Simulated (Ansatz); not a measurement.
# Amorphous Al2O3: valence band and core levels, part 2 of 7

How wide do site differences make the core lines of amorphous Al2O3?

Ansatz 0.2.0; DFT, PBEsol, plane-wave PAW, scalar-relativistic; PAW set soft_1.

So far: The structure; Relaxing the atoms.

### 3. Dynamics at 3500 K

A short run with the thermostat set to 3500 K, starting from rest and too brief to equilibrate, lets the random network rearrange; the cutoff and mesh are cut down, since only a plausible structure is wanted. It starts from the last accepted geometry of the run before, which hadn't met its force target.

input.yaml

```yaml
crystal:
  lattice:
    - [7.2578599433, 0.0, 0.0]
    - [0.0, 7.2578599433, 0.0]
    - [0.0, 0.0, 7.2578599433]
  atoms:
    - { symbol: Al, position: [0.60216759, 0.34548586, 0.43541375] }
    - { symbol: Al, position: [0.35324559, 0.99420808, 0.58698212] }
    - { symbol: Al, position: [-0.03610555, 0.86938658, 0.83340861] }
    - { symbol: Al, position: [0.76953483, 0.02795163, 0.1656633] }
    - { symbol: Al, position: [0.92842243, 0.50716024, 0.69369374] }
    - { symbol: Al, position: [0.83358125, 0.41658327, 0.14409647] }
    - { symbol: Al, position: [0.12564089, 0.20047397, 0.93790788] }
    - { symbol: Al, position: [0.3426561, 0.95202099, 0.18720325] }
    - { symbol: Al, position: [0.32367764, 0.50449003, 0.17175958] }
    - { symbol: Al, position: [0.29323244, 0.50731304, 0.64665053] }
    - { symbol: Al, position: [0.60423886, 0.70014054, 0.81567308] }
    - { symbol: Al, position: [0.01966186, 0.85595865, 0.45702301] }
    - { symbol: Al, position: [0.66087966, 0.75919555, 0.42552419] }
    - { symbol: Al, position: [0.5544899, 0.15476711, 0.87730558] }
    - { symbol: O, position: [0.85158698, 0.64034, 0.88837234] }
    - { symbol: O, position: [0.20642696, -0.00073383, 0.39226701] }
    - { symbol: O, position: [0.86095007, 0.80802441, 0.28257792] }
    - { symbol: O, position: [-0.01736476, 1.01837691, 0.02700989] }
    - { symbol: O, position: [0.1740987, -0.01566605, 0.7548524] }
    - { symbol: O, position: [0.10615002, 0.35074513, 0.74039525] }
    - { symbol: O, position: [0.42914854, 0.52442194, 0.85775918] }
    - { symbol: O, position: [0.47341972, 0.7744794, 0.60301494] }
    - { symbol: O, position: [0.83311858, 0.88607979, 0.62007011] }
    - { symbol: O, position: [0.62020183, 0.53082424, 0.23615832] }
    - { symbol: O, position: [0.79124357, 0.22726851, 0.31974852] }
    - { symbol: O, position: [0.08985527, 0.39397826, 0.10928442] }
    - { symbol: O, position: [0.55666354, 0.96302602, 0.30405822] }
    - { symbol: O, position: [0.50851684, 0.18024983, 0.63917436] }
    - { symbol: O, position: [0.09805563, 0.65262268, 0.58454931] }
    - { symbol: O, position: [0.35925397, 0.42044446, 0.41971573] }
    - { symbol: O, position: [0.73869006, 0.26086588, -0.01885129] }
    - { symbol: O, position: [0.27059368, 0.73153961, 0.15087312] }
    - { symbol: O, position: [0.35441246, 0.15432827, 0.03147043] }
    - { symbol: O, position: [0.62510754, 0.920143, -0.06003119] }
    - { symbol: O, position: [0.71432778, 0.52361991, 0.57874732] }
kpoints:
  mp_grid: { grid: [1, 1, 1] }
scf:
  occupations: { method: fermi_dirac, width: 0.1 }
  n_extra_bands: 23
hamiltonian:
  xc: pbesol
  pseudopotentials: { kind: paw, azcp: { folder: soft_1 }, xc_functional: pbe }
output:
  forces: true
basis:
  ecutwfc: 320
md:
  timestep: 1.5
  n_steps: 495
  ensemble: nvt_langevin
  temperature: 3500
  seed: 1
```

Run with:

```sh
ansatz run input.yaml --threads 8 --pin off --max-ram 23552MiB --backend cpu --events-out ev --progress --plain --runs-dir out
```

Numbers of over 12 decimals in the logs are rounded to 6 here.

What it wrote:

```text
Warning: md: disabling space-group detection — thermal motion breaks the input geometry's symmetry, so no spatial operation reduces the k-mesh or symmetrises the density; time reversal is kept, so that k and −k are solved as one point where they differ and the mesh holds both, and exact exchange and, on two spinor components, a DFT+U term hold to it where the run has them: on two components no moment then forms, and  [...]
[...]
Crystal: 35 atoms, lattice volume = 382.319 Å³
Basis set: ecut = 320 eV, 4945 PW (Γ), exchange–correlation on 90×90×90 points (8 copies of the dense FFT grid, shifted against one another)
Bands: 107, of which v1, the nominal top of the filled ones, is band 84 counted from 1 (83 counted from 0)
Symmetry: 1 space group operations
k-points: 1
[...]
SCF iter   1: F=—  HF=-19176.442355 eV  |F-HF|=—  |Δ(HF+E_count)|=         —  Δρ=1.10e-1  dr2=5.10e1  ethr=3.10e-3  ⟨swp⟩=6.0  Hψ=442  notcnv=0  defer=1
[...]
SCF iter  12: F=-19161.592448 eV  HF=-19161.592448 eV  |F-HF|=1.14e-9  |Δ(HF+E_count)|=   5.92e-8  Δρ=1.48e-6  dr2=8.76e-9  ethr=2.08e-11  ⟨swp⟩=4.0  Hψ=356  notcnv=0
SCF 1 converged in 12 iterations: F = -19161.592448 eV  dr2 = 8.76e-9
[...]
md step     0: t =     0.00 fs  T =     0.0 K  F+E_penalty+E_count = -19161.59244777 eV  E_kin = 0.000000 eV  (12 SCF iters)
[...]
SCF iter   7: F=-19161.588579 eV  HF=-19161.588579 eV  |F-HF|=6.00e-10  |Δ(HF+E_count)|=   1.25e-8  Δρ=1.36e-6  dr2=6.90e-9  ethr=2.08e-11  ⟨swp⟩=4.0  Hψ=335  notcnv=0
SCF 2 converged in 7 iterations: F = -19161.588579 eV  dr2 = 6.90e-9
[...]
md step     1: t =     1.50 fs  T =   101.6 K  F+E_penalty+E_count = -19161.58857918 eV  E_kin = 0.459442 eV  (7 SCF iters)
[...]
SCF iter   8: F=-19161.564449 eV  HF=-19161.564449 eV  |F-HF|=4.55e-10  |Δ(HF+E_count)|=  4.04e-10  Δρ=1.41e-6  dr2=7.01e-9  ethr=2.08e-11  ⟨swp⟩=4.0  Hψ=335  notcnv=0
SCF 3 converged in 8 iterations: F = -19161.564449 eV  dr2 = 7.01e-9
md step     2: t =     3.00 fs  T =   215.5 K  F+E_penalty+E_count = -19161.56444868 eV  E_kin = 0.975095 eV  (8 SCF iters)
[... from here on, the SCF cycles and remarks between the steps are left out ...]
md step     3: t =     4.50 fs  T =   324.4 K  F+E_penalty+E_count = -19161.50868939 eV  E_kin = 1.467631 eV  (8 SCF iters)
md step     4: t =     6.00 fs  T =   392.6 K  F+E_penalty+E_count = -19161.42376090 eV  E_kin = 1.776106 eV  (8 SCF iters)
md step     5: t =     7.50 fs  T =   387.7 K  F+E_penalty+E_count = -19161.32492428 eV  E_kin = 1.753886 eV  (7 SCF iters)
md step     6: t =     9.00 fs  T =   528.9 K  F+E_penalty+E_count = -19161.21732893 eV  E_kin = 2.392905 eV  (7 SCF iters)
md step     7: t =    10.50 fs  T =   571.2 K  F+E_penalty+E_count = -19161.07232626 eV  E_kin = 2.584346 eV  (7 SCF iters)
md step     8: t =    12.00 fs  T =   603.6 K  F+E_penalty+E_count = -19160.88615313 eV  E_kin = 2.730875 eV  (7 SCF iters)
md step     9: t =    13.50 fs  T =   629.9 K  F+E_penalty+E_count = -19160.67494517 eV  E_kin = 2.849759 eV  (7 SCF iters)
md step    10: t =    15.00 fs  T =   546.6 K  F+E_penalty+E_count = -19160.45618514 eV  E_kin = 2.472707 eV  (8 SCF iters)
md step    11: t =    16.50 fs  T =   566.3 K  F+E_penalty+E_count = -19160.24710230 eV  E_kin = 2.562003 eV  (7 SCF iters)
md step    12: t =    18.00 fs  T =   637.7 K  F+E_penalty+E_count = -19160.04602562 eV  E_kin = 2.885048 eV  (7 SCF iters)
md step    13: t =    19.50 fs  T =   676.8 K  F+E_penalty+E_count = -19159.83689495 eV  E_kin = 3.061735 eV  (7 SCF iters)
md step    14: t =    21.00 fs  T =   648.1 K  F+E_penalty+E_count = -19159.62625507 eV  E_kin = 2.932191 eV  (7 SCF iters)
md step    15: t =    22.50 fs  T =   660.3 K  F+E_penalty+E_count = -19159.46448018 eV  E_kin = 2.987425 eV  (7 SCF iters)
md step    16: t =    24.00 fs  T =   718.2 K  F+E_penalty+E_count = -19159.36568269 eV  E_kin = 3.249067 eV  (7 SCF iters)
md step    17: t =    25.50 fs  T =   744.6 K  F+E_penalty+E_count = -19159.26848718 eV  E_kin = 3.368771 eV  (7 SCF iters)
md step    18: t =    27.00 fs  T =   836.6 K  F+E_penalty+E_count = -19159.11863044 eV  E_kin = 3.785066 eV  (7 SCF iters)
md step    19: t =    28.50 fs  T =   892.0 K  F+E_penalty+E_count = -19158.88913503 eV  E_kin = 4.035595 eV  (7 SCF iters)
md step    20: t =    30.00 fs  T =   889.3 K  F+E_penalty+E_count = -19158.59752874 eV  E_kin = 4.023313 eV  (9 SCF iters)
md step    21: t =    31.50 fs  T =   870.7 K  F+E_penalty+E_count = -19158.26194140 eV  E_kin = 3.939262 eV  (7 SCF iters)
md step    22: t =    33.00 fs  T =   847.2 K  F+E_penalty+E_count = -19157.89423262 eV  E_kin = 3.832805 eV  (7 SCF iters)
md step    23: t =    34.50 fs  T =   918.9 K  F+E_penalty+E_count = -19157.56345858 eV  E_kin = 4.157190 eV  (7 SCF iters)
md step    24: t =    36.00 fs  T =   959.9 K  F+E_penalty+E_count = -19157.31459128 eV  E_kin = 4.342785 eV  (7 SCF iters)
md step    25: t =    37.50 fs  T =  1024.5 K  F+E_penalty+E_count = -19157.17104103 eV  E_kin = 4.635031 eV  (7 SCF iters)
md step    26: t =    39.00 fs  T =  1077.9 K  F+E_penalty+E_count = -19157.07195412 eV  E_kin = 4.876538 eV  (7 SCF iters)
md step    27: t =    40.50 fs  T =  1050.3 K  F+E_penalty+E_count = -19156.99779248 eV  E_kin = 4.751674 eV  (7 SCF iters)
md step    28: t =    42.00 fs  T =  1100.8 K  F+E_penalty+E_count = -19156.99902663 eV  E_kin = 4.980268 eV  (7 SCF iters)
md step    29: t =    43.50 fs  T =  1192.9 K  F+E_penalty+E_count = -19157.04705207 eV  E_kin = 5.396708 eV  (7 SCF iters)
md step    30: t =    45.00 fs  T =  1321.3 K  F+E_penalty+E_count = -19157.01687228 eV  E_kin = 5.977527 eV  (9 SCF iters)
md step    31: t =    46.50 fs  T =  1285.8 K  F+E_penalty+E_count = -19156.88307642 eV  E_kin = 5.817284 eV  (7 SCF iters)
md step    32: t =    48.00 fs  T =  1398.6 K  F+E_penalty+E_count = -19156.69907880 eV  E_kin = 6.327617 eV  (7 SCF iters)
md step    33: t =    49.50 fs  T =  1389.1 K  F+E_penalty+E_count = -19156.47395564 eV  E_kin = 6.284315 eV  (7 SCF iters)
md step    34: t =    51.00 fs  T =  1466.0 K  F+E_penalty+E_count = -19156.21697006 eV  E_kin = 6.632426 eV  (7 SCF iters)
md step    35: t =    52.50 fs  T =  1423.3 K  F+E_penalty+E_count = -19155.96968021 eV  E_kin = 6.439209 eV  (7 SCF iters)
md step    36: t =    54.00 fs  T =  1401.3 K  F+E_penalty+E_count = -19155.78378230 eV  E_kin = 6.339642 eV  (7 SCF iters)
md step    37: t =    55.50 fs  T =  1493.5 K  F+E_penalty+E_count = -19155.68231186 eV  E_kin = 6.756871 eV  (7 SCF iters)
md step    38: t =    57.00 fs  T =  1389.8 K  F+E_penalty+E_count = -19155.66777108 eV  E_kin = 6.287562 eV  (8 SCF iters)
md step    39: t =    58.50 fs  T =  1395.3 K  F+E_penalty+E_count = -19155.70499340 eV  E_kin = 6.312388 eV  (7 SCF iters)
[...]
md step    59: t =    88.50 fs  T =  2053.0 K  F+E_penalty+E_count = -19153.00626555 eV  E_kin = 9.287914 eV  (8 SCF iters)
md step    60: t =    90.00 fs  T =  1954.0 K  F+E_penalty+E_count = -19152.80741420 eV  E_kin = 8.840221 eV  (9 SCF iters)
md step    61: t =    91.50 fs  T =  2087.5 K  F+E_penalty+E_count = -19152.53773506 eV  E_kin = 9.443920 eV  (7 SCF iters)
md step    62: t =    93.00 fs  T =  2264.7 K  F+E_penalty+E_count = -19152.23406081 eV  E_kin = 10.245909 eV  (8 SCF iters)
md step    63: t =    94.50 fs  T =  2438.4 K  F+E_penalty+E_count = -19151.92851086 eV  E_kin = 11.031766 eV  (7 SCF iters)
md step    64: t =    96.00 fs  T =  2384.4 K  F+E_penalty+E_count = -19151.62674105 eV  E_kin = 10.787180 eV  (8 SCF iters)
md step    65: t =    97.50 fs  T =  2453.5 K  F+E_penalty+E_count = -19151.30337459 eV  E_kin = 11.099924 eV  (8 SCF iters)
md step    66: t =    99.00 fs  T =  2407.8 K  F+E_penalty+E_count = -19150.98631592 eV  E_kin = 10.893094 eV  (8 SCF iters)
md step    67: t =   100.50 fs  T =  2261.5 K  F+E_penalty+E_count = -19150.68718187 eV  E_kin = 10.231465 eV  (7 SCF iters)
md step    68: t =   102.00 fs  T =  2200.8 K  F+E_penalty+E_count = -19150.30050275 eV  E_kin = 9.956674 eV  (7 SCF iters)
md step    69: t =   103.50 fs  T =  2355.5 K  F+E_penalty+E_count = -19149.82776829 eV  E_kin = 10.656485 eV  (8 SCF iters)
[...]
SCF iter   9: F=-19149.345553 eV  HF=-19149.345553 eV  |F-HF|=1.32e-8  |Δ(HF+E_count)|=   3.41e-8  Δρ=1.93e-6  dr2=1.73e-8  ethr=2.08e-11  ⟨swp⟩=4.0  Hψ=337  notcnv=0
SCF 71 converged in 9 iterations: F = -19149.345553 eV  dr2 = 1.73e-8
md step    70: t =   105.00 fs  T =  2302.1 K  F+E_penalty+E_count = -19149.34555297 eV  E_kin = 10.415084 eV  (9 SCF iters)
SCF iter   1: F=—  HF=-19148.968678 eV  |F-HF|=—  |Δ(HF+E_count)|=         —  Δρ=9.82e-4  dr2=2.74e-3  ethr=1.32e-5  ⟨swp⟩=5.0  Hψ=296  notcnv=0  defer=16
[...]
SCF iter   8: F=-19148.967624 eV  HF=-19148.967624 eV  |F-HF|=9.30e-9  |Δ(HF+E_count)|=   5.23e-9  Δρ=2.17e-6  dr
```

The job ended after 5.3 min (8 threads of Arm Neoverse V1, shared host; peak memory 0.4 GiB).

In the SCF lines HF is the Harris–Foulkes energy and dr2 the Hartree energy of the density residual, in eV; the loop may stop once dr2 is under the threshold and the program's other checks hold. Hψ counts applications of the Hamiltonian.

Rows from the run:

```
time (fs)  T (K)  potential (meV/atom)
      0.0      0                   0.0
     49.5   1389                 146.2
     99.0   2408                 303.0
    148.5   3376                 258.6
    198.0   2724                 443.5
    247.5   3540                 276.2
    297.0   3012                 381.0
    346.5   3585                 435.6
    396.0   3341                 354.4
    445.5   3220                 429.3
    495.0   3673                 426.3
    544.5   3068                 503.2
    594.0   3530                 389.2
    643.5   4181                 474.0
    693.0   3530                 630.0
    742.5   4448                 610.9
```

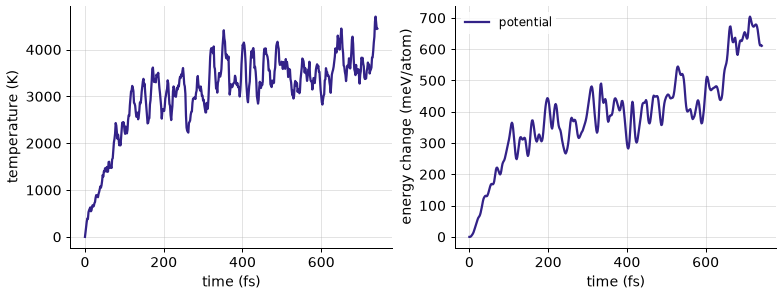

Temperature and energies against time.

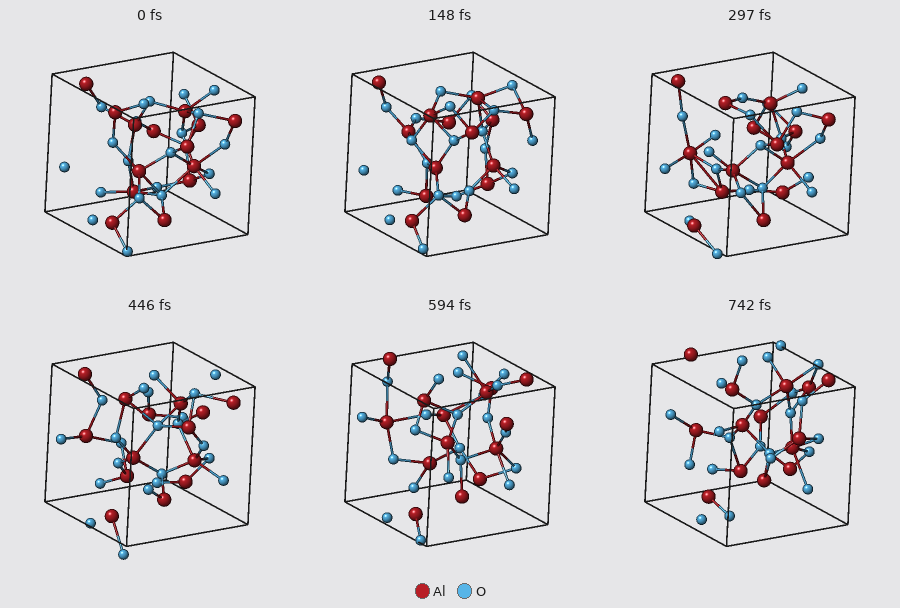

6 frames of the run. Bonds to atoms that aren't drawn are left out.

Mean square displacement at the end: Al 0.99 Å², O 1.6 Å².

Positions (Å) and forces (eV/Å) at 742.5 fs:

```xyz
35
Lattice="7.258 0.000 0.000 0.000 7.258 0.000 0.000 0.000 7.258" Properties=species:S:1:pos:R:3:forces:R:3 pbc="T T T"
Al    2.871    3.639    4.395   -1.412   -0.655   -3.959
Al    2.221    7.987    5.484    2.468   -0.341   -1.181
Al   -0.882    6.250    7.485    2.411    1.072    0.874
Al    4.485    0.698    1.613   -0.198    1.264   -3.249
Al    6.578    4.519    4.751   -0.175    0.481    4.553
Al    4.858    3.738    2.115    5.817   -1.610   -0.914
Al    0.261    2.130    7.504    0.254    0.877    1.174
Al    1.831    7.380    1.164   -2.209    0.105   -1.213
Al    1.456    4.663    1.361   -5.195   -3.331    6.221
Al    0.602    2.442    3.584   -1.037   -1.224    0.798
Al    3.590    5.663    6.363    2.114   -0.452   -1.243
Al   -0.508    7.074    3.210    3.926    0.598   -1.126
Al    3.695    6.142    3.078    0.223    7.302    1.675
Al    3.603    2.400    6.705   -0.059    0.014   -0.423
O     5.801    5.138    6.376   -2.365    0.427   -2.821
O     0.755    0.761    4.721   -4.815    0.901   -4.952
O     5.070    6.257    1.321   -2.706   -3.578    3.267
O    -1.142    8.147    1.089    0.426    2.274    0.860
O     0.540    0.078    7.249    1.693   -0.325   -2.385
O     0.624    3.820    5.846   -1.540    0.167   -3.255
O     2.377    5.302    7.556    4.217    2.358   -2.605
O     3.141    6.317    4.702   -2.713    0.750    3.937
O     5.389    6.521    4.038    1.129   -0.342   -1.027
O     3.947    4.615    3.095   -1.838   -5.345    1.191
O     6.053    3.228    3.737    0.261   -0.589   -2.319
O    -0.109    4.048    1.051   -2.118   -1.016   -0.292
O     2.917    7.728    2.363    4.081   -2.210    2.852
O     3.289    1.978    4.454   -0.293   -3.132    1.527
O     1.646    3.762    3.321   -1.650    2.691   -2.694
O     0.914    1.943    1.950    0.360   -2.587   -1.121
O     4.235    2.470    1.155   -0.624    1.472   -1.027
O     0.916    6.154    2.251   -1.413    1.052    1.088
O     1.901    2.149   -0.658   -0.456   -1.459    2.123
O     3.534    7.564   -0.063   -0.794    0.444   -2.435
O     3.676    3.850    5.691    4.230    3.951    8.100
```

The pair distribution g(r) has structure finer than the step of the table below, so its rows give means over 0.25 Å, whole bins alone (the curve runs from 0.0318 to 5.05 Å). Peaks (Å: height): O–O 2.572: 2.87, 2.890: 1.76, 3.334: 1.66, 4.477: 1.10, 4.795: 1.32; O–Al 1.810: 5.10, 2.064: 2.06, 3.779: 1.51; Al–Al 2.699: 2.01, 3.017: 2.69, 3.207: 2.32, 3.334: 1.98, 3.969: 1.40, 4.350: 1.19, 4.985: 1.23.

From the last frames. The pair distribution g(r) by r; means over each step:

```
r (Å)     O–O   O–Al  Al–Al
 1.25       0      0      0
 1.50       0  0.679      0
 1.75       0   3.97      0
 2.00  0.0440   1.74      0
 2.25   0.679  0.967      0
 2.50    2.04  0.385  0.455
 2.75    1.53  0.588   1.57
 3.00    1.47  0.548   1.91
 3.25    1.23  0.750   1.89
 3.50   0.920  0.850   1.14
 3.75   0.712   1.30  0.851
 4.00   0.619   1.35  0.797
 4.25   0.765  0.994  0.637
 4.50   0.917   1.15  0.582
 4.75   0.996   1.01  0.975
```

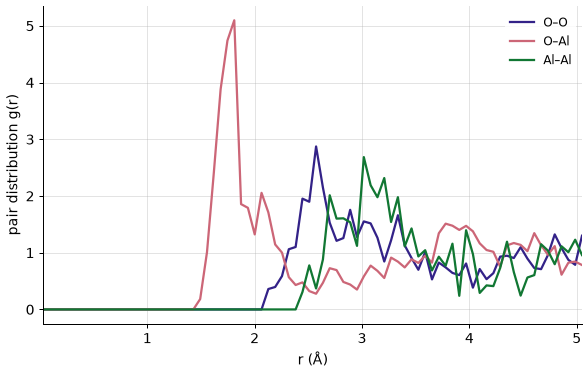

Pair distribution g(r), plotted against r.

Beyond half the shortest lattice vector, 3.6 Å, g(r) counts periodic images.

Numbers from this step:

```
free energy             : -19140.2112 eV
energy at zero smearing : -19140.1753 eV
smearing term TS        : 0.07168 eV
Fermi energy            : 6.737 eV
gap by band count       : 0.6188 eV
symmetry operations     : 1
```

(Continued in part 3 of 7.)

[Logs are printed without paths, hosts, clocks, repeated set-up lines and the standing remarks that a program may print on its own settings, such as how far it seeks lower states.]

[Hosts, paths, dates, database ids (printed as entryN), source tags and the programs' standing remarks are cut or masked in the printed files.]

[Maps of the electrostatic potential energy from Ansatz leave out the sawtooth potential of an applied field or a dipole correction, so their vacuum need not be flat; work functions include it.]
